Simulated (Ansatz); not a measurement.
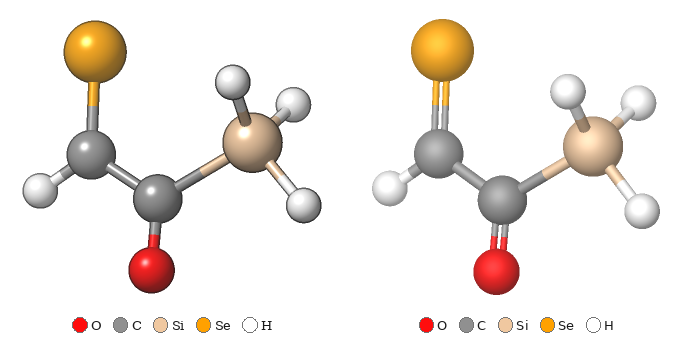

The same structure drawn twice, from different directions.

The computed structure is the end point of a PBE0-D4/def2-TZVP optimisation.

Question: Give the formula.

Answer: C₂H₄OSeSi, 9 atoms: 2 carbon, 4 hydrogen, 1 oxygen, 1 selenium and 1 silicon.

Question: Give the symmetry (Schoenflies symbol).

Answer: Cs.

More results for the same structure follow; atom numbers are the same in all pictures, views and colours differ.

**Electronic properties**

Level of theory: RKS HSE06 (plane-wave form)-D4/def2-TZVPP (Ansatz 0.2.0).

Predict the main results.

- HOMO energy (Kohn–Sham orbital): −6.61 eV
- LUMO energy (Kohn–Sham orbital): −4.35 eV
- HOMO–LUMO gap: 2.26 eV
- dispersion correction: −19.0 kJ/mol

**Dipole moment**

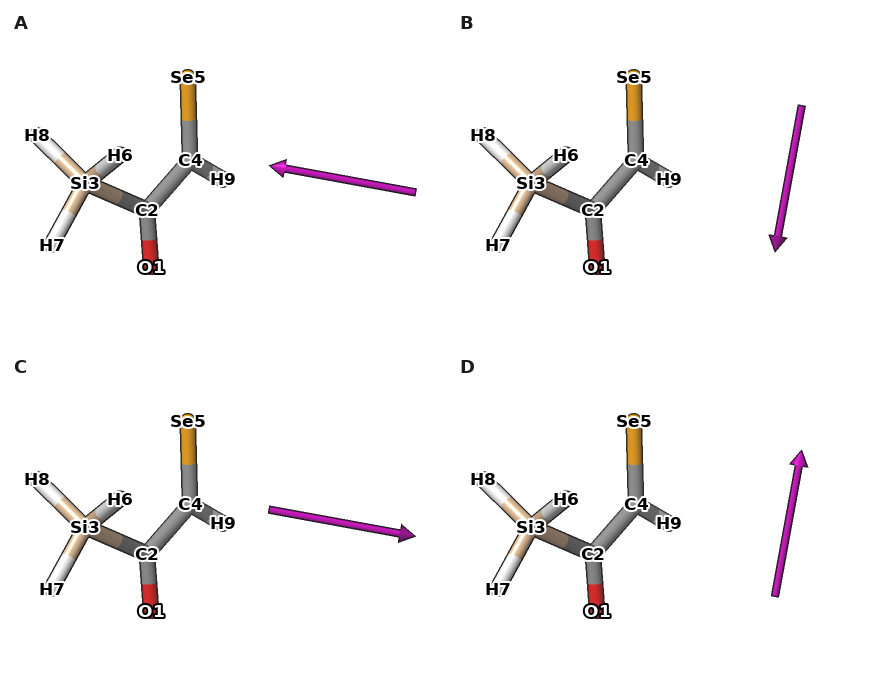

The same molecule four times, each with an arrow. Properties computed with RKS r2SCAN-D4/def2-TZVPP (Ansatz 0.2.0).

Question: Which arrow points along the dipole moment, from the negative to the positive end?

Answer: D. The dipole moment is 1.39 D; it points from the side of O1 to the side of Se5 (the outermost atoms at the two ends).

**Charges**

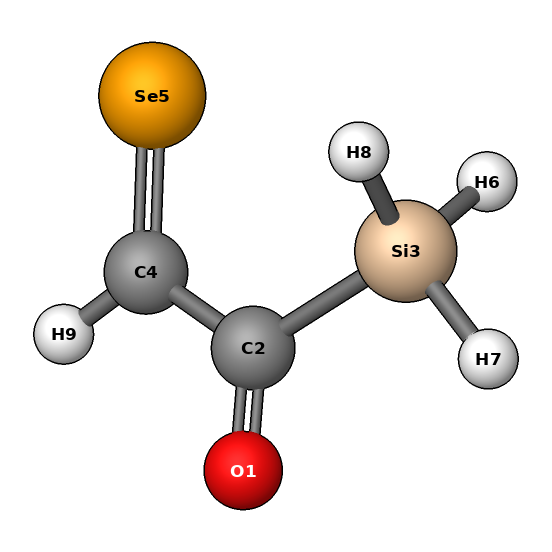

The questions are on Mulliken charges. Level of theory: RKS ωB97M-V/def2-TZVPP (Ansatz 0.2.0).

List the Mulliken charges.

```json
{"atom": "O1", "value (e)": "−0.25"}
{"atom": "C2", "value (e)": "0.13"}
{"atom": "Si3", "value (e)": "0.13"}
{"atom": "C4", "value (e)": "−0.16"}
{"atom": "Se5", "value (e)": "0.02"}
{"atom": "H6", "value (e)": "0.00"}
{"atom": "H7", "value (e)": "−0.01"}
{"atom": "H8", "value (e)": "0.00"}
{"atom": "H9", "value (e)": "0.15"}
```

Mulliken values depend strongly on the basis set and can even reverse the polarity of a bond.
